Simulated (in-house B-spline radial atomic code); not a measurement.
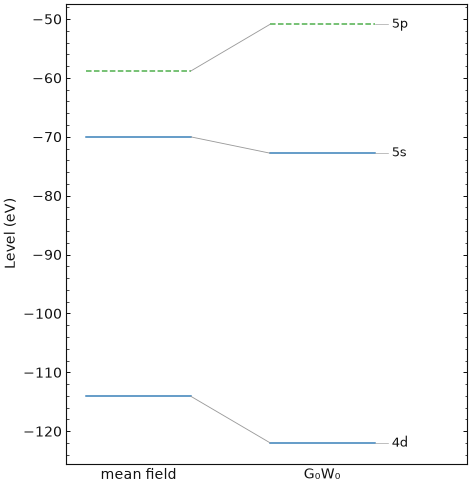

Fig. 1: Mean-field and G₀W₀ levels (solid occupied, dashed empty) for I⁵⁺ ([Kr] 4d¹⁰ 5s²). All-electron spherical atom, non-relativistic, exchange-only OEP start, no spin-orbit coupling, Breit or QED terms; computed with a B-spline radial code. The quasi-particle equation is solved at full frequency; levels of low quasi-particle weight Z are left out. Σ columns are in eV, and Σc holds an estimate for the angular momenta beyond the basis. G₀W₀ moves the highest occupied level, 5s, from −70.02 to −72.77 eV (renormalisation factor Z = 0.95). The empty level 5p goes from −58.80 to −50.92 eV.

```
Level  Mean field (eV)  Σx − vxc (eV)  Σc (eV)     Z  G₀W₀ (eV)
   5p           −58.80           9.90    −2.02  0.95     −50.92
   5s           −70.02           0.00    −2.75  0.95     −72.77
   4d          −114.09          −8.74     0.89  0.93    −121.94
```

# I⁵⁺: RPA and GW calculation

I⁵⁺, configuration [Kr] 4d10 5s2. Computed at this level: RPA, second-order and SOSEX correlation energies and G0W0 (contour deformation) on a non-relativistic mean field, all electrons, B-spline basis (in-house B-spline radial atomic code).

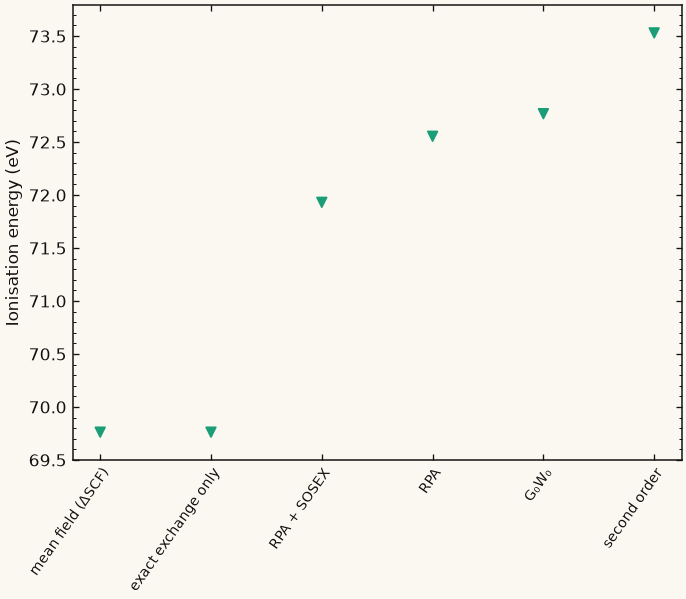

Fig. 2: Ionisation energy of I⁵⁺ ([Kr] 4d¹⁰ 5s² → [Kr] 4d¹⁰ 5s). Differences of total energies, each species on its own start, beside the G₀W₀ level.

| Method | Ionisation energy (eV) |
| --- | --- |
| mean field (ΔSCF) | 69.76 |
| exact exchange only | 69.76 |
| second order | 73.53 |
| RPA | 72.55 |
| RPA + SOSEX | 71.93 |
| G₀W₀ | 72.77 |

The values run from 69.76 eV (mean field (ΔSCF) and exact exchange only) to 73.53 eV (second order).

These pictures come from the run below.

### The input
```
Z = 53
electrons = 48.0
configuration = [Kr] 4d10 5s2
hamiltonian = nr
method = oep
lmax = 9
spin_polarised = False
box_radius = 10.43
intervals = 73
ion_configuration = [Kr] 4d10 5s1
```

Launched within a batch (the task file carries these settings):
```bash
python <driver script> task.json out
```

The program writes its results to a structured record and prints no log; tables and figures of this report are taken from that record.

### Key numbers

- outcome: converged
- mean-field total energy: −6912.62625 hartree
- total energy with exact exchange alone: −6912.62625 hartree
- exact exchange energy: −172.28865 hartree
- RPA correlation, extrapolated in the angular momentum of the empty orbitals: −3.81174 hartree
- RPA correlation, as summed: −3.74766 hartree
- direct second-order term: −4.35074 hartree
- second-order exchange term: 1.19062 hartree
- SOSEX term: 1.10278 hartree
- hardware: 1 thread of Intel Xeon (Granite Rapids), 96 GiB of memory available, shared host
- wall time: 9.2 s

### Remarks

Relativity is left out, which matters for an atom this heavy. To bear in mind: relativity is absent.
